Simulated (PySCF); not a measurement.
Consider C7H7FN (SMILES C=Cc1c[n-]c(F)c1C) (charge −1).

Input file:

```
{"job": {"kind": "nmr", "xc": "PBE0", "basis": "pcSseg-1", "pop": false}, "charge": -1, "multiplicity": 1}
C      1.838974     1.086477     1.314581
C      1.322167     0.979264     0.099192
C     -0.074934     0.659855    -0.183778
C     -1.130707     1.542991    -0.364500
N     -2.292194     0.907503    -0.629405
C     -1.961191    -0.384017    -0.618305
F     -2.913481    -1.354168    -0.854874
C     -0.627144    -0.633642    -0.355675
C      0.076054    -1.949916    -0.271156
H      2.879808     1.328087     1.488908
H      1.233385     0.936070     2.194599
H      1.974496     1.140712    -0.761912
H     -1.101802     2.620892    -0.309335
H     -0.646330    -2.763732    -0.340714
H      0.618868    -2.047140     0.673953
H      0.804033    -2.069237    -1.081578
```

Command:

```sh
OMP_NUM_THREADS=1 python ens_run.py task.json out
```

Geometry: GFN2-xTB.

All numbers below come from PBE0/pcSseg-1, SCF density, gas phase, non-relativistic in PySCF.

> What can the converged electron density and electron localisation function tell about the bonding?

C–N (1.33 Å): ρ at the midpoint is about 2.5 e/Å³; the ELF peaks at about 0.90 between the atoms, as expected for localised, covalent bonding.
C–F (1.38 Å): ρ is about 2 e/Å³ halfway, with its minimum of 1.6 e/Å³ about 0.5 Å from C; the ELF peaks at about 0.85 between the atoms; a shared but strongly polarised pair.
C–H (1.08 Å): the density is about 2 e/Å³ at the midpoint; the ELF climbs to about 1 towards the hydrogen, as it does in any bond to H (a covalent bond by its length).
C–C (1.38 Å): the density is about 2.1 e/Å³ at the midpoint; the ELF peaks at about 0.95 between the atoms; localised, covalent bonding.

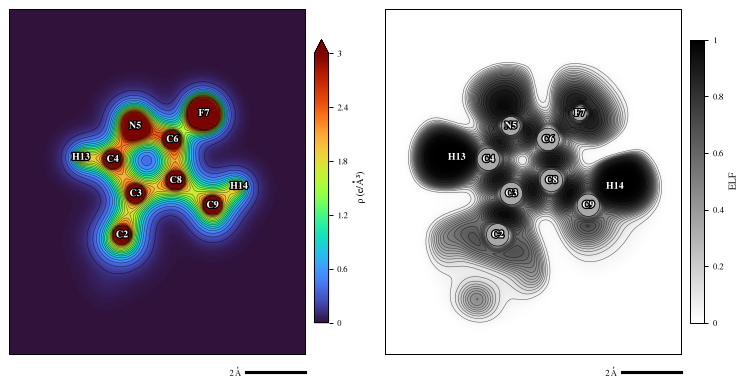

Computed electron density and electron localisation function on the plane of atoms C3, C4 and N5, in this order. Grey discs cover the atomic cores in the ELF map. 
